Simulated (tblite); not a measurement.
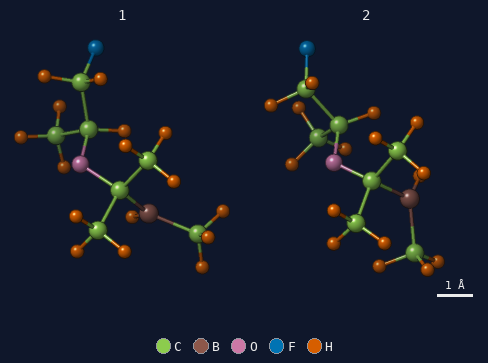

Two geometries of C7H16BFO, drawn at one scale. One is the start of a relaxation, the other its converged end. The picture is a ball-and-stick view, seen from a free direction.

Level of theory: tblite, GFN2-xTB geometry optimisation, gas phase. 

Question: Which of the two is the end point?

Answer: Structure 1 is the relaxed one. After 251 geometry steps the energy has fallen by 1.064 eV. The largest move after the best rigid fit is that of an H atom, 1.95 Å. By element the largest moves are H 1.95 Å, C 0.99 Å, F 0.96 Å, B 0.69 Å, O 0.29 Å. Near-neighbour distances that change, for instance: C–O 1.347 → 1.444 Å, C–O 1.370 → 1.409 Å, C–H 1.131 → 1.093 Å, C–C 1.507 → 1.540 Å. Among the angles between lasting bonds that change: B–C–C 105.1° → 114.8°, C–C–O 116.9° → 109.3°, C–C–H 104.3° → 110.9°. Groups turn about C–C by about 25°.
